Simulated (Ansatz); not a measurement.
# C2H8GaNSi: single points with varied inputs, part 2 of 2

Ansatz 0.2.0, Gaussian basis; the settings change from run to run. Earlier steps stand in the parts before.

## (7) r2SCAN50/cc-pVTZ-DK

Options: charge -1, multiplicity 2, restricted open-shell orbitals, a point charge of 2.00 e beside it, D3(BJ) with three-body dispersion.

Contents of in.yaml:

```yaml
crystal:
  periodic: [false, false, false]
  atoms:
    - {symbol: Ga, position_ang: [-2.060595, 0.511024, 0.342362]}
    - {symbol: C, position_ang: [-0.853675, -0.828922, -0.513877]}
    - {symbol: N, position_ang: [0.566151, -0.618256, -0.413422]}
    - {symbol: C, position_ang: [1.245619, -0.368405, 0.866424]}
    - {symbol: Si, position_ang: [1.743989, 0.591525, -0.617582]}
    - {symbol: H, position_ang: [-1.506410, 1.875649, 0.901132]}
    - {symbol: H, position_ang: [-3.610714, 0.232924, 0.402020]}
    - {symbol: H, position_ang: [-1.110497, -1.827262, -0.134536]}
    - {symbol: H, position_ang: [-1.135277, -0.853291, -1.574965]}
    - {symbol: H, position_ang: [1.800370, -1.207252, 1.285212]}
    - {symbol: H, position_ang: [0.664592, 0.175606, 1.621896]}
    - {symbol: H, position_ang: [1.363615, 2.025318, -0.662874]}
    - {symbol: H, position_ang: [2.892832, 0.291363, -1.501801]}
basis:
  gaussian: {orbitals: cc-pVTZ-DK, point_charges: [{charge: 2.00, position_ang: [6.819, -0.280, 0.211]}]}
total_charge: -1
magnetization: {spin_polarized: false, initial_magnetization: 1}
hamiltonian: {xc: {name: r2SCAN50}, dispersion: d3bjatm}
output: {forces: true}
```

On the command line:

```bash
$ ansatz run in.yaml --threads 4 --pin off --events-out ev --progress --plain --max-ram 10444MiB
```

Output, cut to the lines that bear on the results:

```text
Functional definition: r2SCAN50
  name "r2SCAN50"
  cite "Bursch, Neugebauer, Ehlert & Grimme, J. Chem. Phys. 156, 134105 (2022) doi:10.1063/5.0086040"
  cite "Furness, Kaplan, Ning, Perdew & Sun, J. Phys. Chem. Lett. 11, 8208 (2020) doi:10.1021/acs.jpclett.0c02405"
  cite "Furness, Kaplan, Ning, Perdew & Sun, J. Phys. Chem. Lett. 11, 9248 (2020) doi:10.1021/acs.jpclett.0c03077"
  parent r2scan
[...]
1829 factors; their error is unknown
[...]
mean field -64483.01810119 eV, -2369.7072070593 hartree, gradient 4.7e-6 eV, S^2 0.750000; 4 other end points of the search recorded, 0 dependent functions left out
[...]
reference -64483.01811277 eV, -2369.7072074847 hartree; 37, 36 occupied and 242, 243 virtual orbitals, 1829 factors
Total energy: -64483.13356602 eV, -2369.7114503133 hartree
Relativity: scalar
[...]
Atom 3 at     1.245619    -0.368405     0.866424 Å, force    -0.377008    -0.127652     0.252888 eV/Å
Atom 4 at     1.743989     0.591525    -0.617582 Å, force     1.455394     0.926942     0.522849 eV/Å
Atom 5 at    -1.506410     1.875649     0.901132 Å, force    -0.130188    -0.271552    -0.052681 eV/Å
Atom 6 at    -3.610714     0.232924     0.402020 Å, force     0.269782     0.060567    -0.009640 eV/Å
Atom 7 at    -1.110497    -1.827262    -0.134536 Å, force     0.045568     0.270175    -0.054697 eV/Å
Atom 8 at    -1.135277    -0.853291    -1.574965 Å, force     0.058448     0.015434     0.348427 eV/Å
Atom 9 at     1.800370    -1.207252     1.285212 Å, force    -0.148136    -0.089414     0.109438 eV/Å
Atom 10 at     0.664592     0.175606     1.621896 Å, force     0.096785    -0.197725    -0.127373 eV/Å
Atom 11 at     1.363615     2.025318    -0.662874 Å, force     0.117025    -0.168990    -0.160170 eV/Å
Atom 12 at     2.892832     0.291363    -1.501801 Å, force    -0.142020    -0.216556    -0.602398 eV/Å
Dipole moment:    -2.347923    -0.227280     0.165132 e Å
```

Run time: 37 s. Hardware: 4 threads of Arm Neoverse V1, shared host; peak memory 1.4 GiB.

Largest force 1.803 eV/Å.

## (8) B2PLYP/def2-SVPD

Set apart from the defaults: multiplicity 3, atoms shaken by 0.15 Å.

Contents of in.yaml:

```yaml
crystal:
  periodic: [false, false, false]
  atoms:
    - {symbol: Ga, position_ang: [-2.125593, 0.456854, 0.262194]}
    - {symbol: C, position_ang: [-1.021568, -0.805980, -0.540516]}
    - {symbol: N, position_ang: [0.360716, -0.629835, -0.519858]}
    - {symbol: C, position_ang: [1.109522, -0.388586, 1.237534]}
    - {symbol: Si, position_ang: [1.542421, 0.519400, -0.590522]}
    - {symbol: H, position_ang: [-1.610973, 1.865713, 0.813086]}
    - {symbol: H, position_ang: [-3.507410, 0.124404, 0.344921]}
    - {symbol: H, position_ang: [-1.058768, -1.730285, 0.151908]}
    - {symbol: H, position_ang: [-1.109459, -0.876640, -1.712872]}
    - {symbol: H, position_ang: [1.815770, -1.289500, 1.426177]}
    - {symbol: H, position_ang: [0.455643, 0.372514, 1.647325]}
    - {symbol: H, position_ang: [1.406299, 2.015732, -0.641888]}
    - {symbol: H, position_ang: [3.017479, 0.189456, -1.585734]}
basis:
  gaussian: {orbitals: def2-SVPD}
magnetization: {spin_polarized: true, initial_magnetization: 2}
hamiltonian: {xc: {name: B2PLYP}}
output: {forces: true}
```

The command is unchanged.

Output, cut to the lines that bear on the results:

```text
Functional definition: B2PLYP
  name "B2PLYP"
  cite "Grimme, J. Chem. Phys. 124, 034108 (2006) doi:10.1063/1.2148954"
  cite "Becke, Phys. Rev. A 38, 3098 (1988) doi:10.1103/PhysRevA.38.3098"
  cite "Lee, Yang & Parr, Phys. Rev. B 37, 785 (1988) doi:10.1103/PhysRevB.37.785"
[...]
1825 factors; integrals over basis functions are off by at most 1.2e-3 eV
[...]
mean field -63904.64039345 eV, -2348.4522183381 hartree, gradient 8.2e-6 eV, S^2 2.027928; 6 other end points of the search recorded, 0 dependent functions left out
17 core orbitals not correlated: weight in the atoms' cores, before any rotation towards them, 1.000 or more for the frozen orbitals, at most 0.000 for the correlated occupied ones
reference -63904.64061471 eV, -2348.4522264694 hartree; 20, 18 occupied and 149, 151 virtual orbitals, 1825 factors
second order -27.04312213 eV of doubles, -0.00000000 eV of singles
[...]
Atom 3 at     1.109522    -0.388586     1.237534 Å, force     3.479756     0.127113    -0.943604 eV/Å
Atom 4 at     1.542421     0.519400    -0.590522 Å, force     4.132533     0.219643     0.305202 eV/Å
Atom 5 at    -1.610973     1.865713     0.813086 Å, force     0.039077    -0.344218    -0.280088 eV/Å
Atom 6 at    -3.507410     0.124404     0.344921 Å, force    -2.692372    -0.689331     0.170767 eV/Å
Atom 7 at    -1.058768    -1.730285     0.151908 Å, force    -1.351940     0.569349    -1.531134 eV/Å
Atom 8 at    -1.109459    -0.876640    -1.712872 Å, force    -1.227874    -0.424473     1.915260 eV/Å
Atom 9 at     1.815770    -1.289500     1.426177 Å, force    -1.563496     1.986829     0.591525 eV/Å
Atom 10 at     0.455643     0.372514     1.647325 Å, force    -0.112989    -0.751924     1.405714 eV/Å
Atom 11 at     1.406299     2.015732    -0.641888 Å, force    -0.348273    -0.173574    -0.280251 eV/Å
Atom 12 at     3.017479     0.189456    -1.585734 Å, force    -2.324784     0.288337     1.664391 eV/Å
Dipole moment:    -0.147129    -0.072936    -0.289951 e Å
```

Run time: 64 s. Hardware: 4 threads of Arm Neoverse V1, shared host; peak memory 1.1 GiB.

Largest force 4.711 eV/Å, dipole 1.60 D, ⟨S²⟩ 2.028.

## (9) PBE-QIDH/def2-TZVPD

Contents of in.yaml:

```yaml
crystal:
  periodic: [false, false, false]
  atoms:
    - {symbol: Ga, position_ang: [-2.060595, 0.511024, 0.342362]}
    - {symbol: C, position_ang: [-0.853675, -0.828922, -0.513877]}
    - {symbol: N, position_ang: [0.566151, -0.618256, -0.413422]}
    - {symbol: C, position_ang: [1.245619, -0.368405, 0.866424]}
    - {symbol: Si, position_ang: [1.743989, 0.591525, -0.617582]}
    - {symbol: H, position_ang: [-1.506410, 1.875649, 0.901132]}
    - {symbol: H, position_ang: [-3.610714, 0.232924, 0.402020]}
    - {symbol: H, position_ang: [-1.110497, -1.827262, -0.134536]}
    - {symbol: H, position_ang: [-1.135277, -0.853291, -1.574965]}
    - {symbol: H, position_ang: [1.800370, -1.207252, 1.285212]}
    - {symbol: H, position_ang: [0.664592, 0.175606, 1.621896]}
    - {symbol: H, position_ang: [1.363615, 2.025318, -0.662874]}
    - {symbol: H, position_ang: [2.892832, 0.291363, -1.501801]}
basis:
  gaussian: {orbitals: def2-TZVPD}
hamiltonian: {xc: {name: PBE-QIDH}}
output: {forces: true}
```

The command is unchanged.

Output, cut to the lines that bear on the results:

```text
Functional definition: PBE-QIDH
  name "PBE-QIDH"
  cite "Brémond, Sancho-García, Pérez-Jiménez & Adamo, J. Chem. Phys. 141, 031101 (2014) doi:10.1063/1.4890314"
  cite "Perdew, Burke & Ernzerhof, Phys. Rev. Lett. 77, 3865 (1996) doi:10.1103/PhysRevLett.77.3865"
[...]
1920 factors; integrals over basis functions are off by at most 9.9e-4 eV
[...]
mean field -63913.68259453 eV, -2348.7845130988 hartree, gradient 5.3e-6 eV, S^2 0.000000; 0 other end points of the search recorded, 0 dependent functions left out
17 core orbitals not correlated: weight in the atoms' cores, before any rotation towards them, 1.000 or more for the frozen orbitals, at most 0.000 for the correlated occupied ones
reference -63913.68261374 eV, -2348.7845138047 hartree; 19, 19 occupied and 244, 244 virtual orbitals, 1920 factors
second order -27.48767813 eV of doubles, -0.00000000 eV of singles
[...]
Atom 3 at     1.245619    -0.368405     0.866424 Å, force     0.050639     0.033362     0.062623 eV/Å
Atom 4 at     1.743989     0.591525    -0.617582 Å, force    -0.045423    -0.047580     0.017702 eV/Å
Atom 5 at    -1.506410     1.875649     0.901132 Å, force    -0.034727    -0.111254    -0.045365 eV/Å
Atom 6 at    -3.610714     0.232924     0.402020 Å, force     0.133116     0.015279    -0.005385 eV/Å
Atom 7 at    -1.110497    -1.827262    -0.134536 Å, force     0.048136     0.111945    -0.049051 eV/Å
Atom 8 at    -1.135277    -0.853291    -1.574965 Å, force     0.046289    -0.000706     0.110062 eV/Å
Atom 9 at     1.800370    -1.207252     1.285212 Å, force    -0.092986     0.097082    -0.062192 eV/Å
Atom 10 at     0.664592     0.175606     1.621896 Å, force     0.053054    -0.063030    -0.102956 eV/Å
Atom 11 at     1.363615     2.025318    -0.662874 Å, force     0.038339    -0.133169    -0.001228 eV/Å
Atom 12 at     2.892832     0.291363    -1.501801 Å, force    -0.112771     0.039957     0.094324 eV/Å
Dipole moment:     0.033646     0.033061    -0.063459 e Å
```

It took 35 s on 4 threads of Arm Neoverse V1, shared host; peak memory 1.1 GiB.

Largest force 0.162 eV/Å, dipole 0.38 D.

## (10) All runs side by side

| level | charge | multiplicity | geometry | functions | energy (eV) | time |
| --- | --- | --- | --- | --- | --- | --- |
| B2GP-PLYP/x2c-TZVPPall | 0 | 1 | shaken | 295 | -64462.071 | 34 s |
| RPBE/def2-TZVPD | 0 | 1 | relaxed | 280 | -63948.554 | 33 s |
| B3LYP5/x2c-TZVPPall | 0 | 1 | relaxed | 295 | -64480.055 | 6.5 s |
| RPBE/def2-TZVPP | 0 | 1 | relaxed | 295 | -63948.061 | 4.2 s |
| B2GP-PLYP/def2-SVP | 0 | 1 | shaken | 132 | -63908.664 | 3.2 s |
| r2SCAN50/cc-pVTZ-DK | -1 | 2 | relaxed, point charge | 279 | -64483.134 | 37 s |
| B2PLYP/def2-SVPD | 0 | 3 | shaken | 186 | -63911.942 | 64 s |
| PBE-QIDH/def2-TZVPD | 0 | 1 | relaxed | 280 | -63922.845 | 35 s |

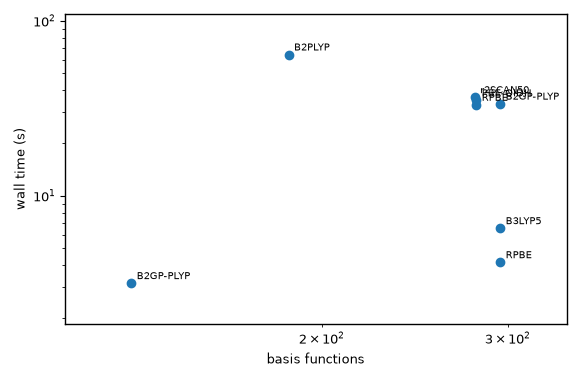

Wall time against the number of basis functions (shared host).

## (11) Summary of results

What follows sums up all 2 parts.

```
                                         quantity                      value
                                             runs                          8
                                         quickest  B2GP-PLYP/def2-SVP, 3.2 s
                                          slowest     B2PLYP/def2-SVPD, 64 s
spread of total energies, same state and geometry                   557.2 eV
                  dipole, same state and geometry             0.38 to 0.39 D
```

**Reading.** Run time spans a factor of 20, from B2GP-PLYP/def2-SVP to B2PLYP/def2-SVPD. The jobs differ in tasks and options as well as level. The totals spread over 557 eV; they can't be compared across methods or bases. Some of these runs are scalar-relativistic and others not, which shifts the totals of all-electron atoms past neon by several eV an atom and more; core potentials, where a basis has them, take the core out of the total altogether. At the PBE0-D4/def2-TZVP geometry and in the same state, the sound runs without point charges leave forces up to 0.61 eV/Å (RPBE/def2-TZVPP), against 4.1 eV/Å where the atoms were moved. At that geometry and state the dipole changes by 3 % between the lowest and highest value.
